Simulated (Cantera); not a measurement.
A closed system holds: 1 mol SiHCl3, 0.4 mol NH3, 13 mol N2, at 14.0 Pa.

Cantera equilibrium calculation (NASA polynomials, part measured and part estimated; ideal gas, pure solids and liquids). Candidate condensed phases: NH4Cl, Si, Si3N4; 28 gas species. The tables' values for SiCl3, SiCl, SiN are old estimates; treat these amounts as uncertain. The numbers say what is thermodynamically allowed, not how fast it happens.

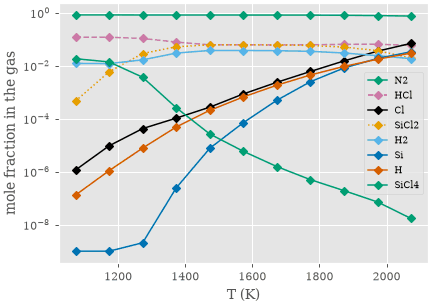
Figure: Equilibrium gas composition (values under 1e-9 drawn at 1e-9)

From 1073 K to 1373 K the condensed part is Si3N4(s). From 1473 K to 2073 K nothing is condensed. The main Si-bearing gas is SiCl4 at 1073 K and Si at 2073 K.
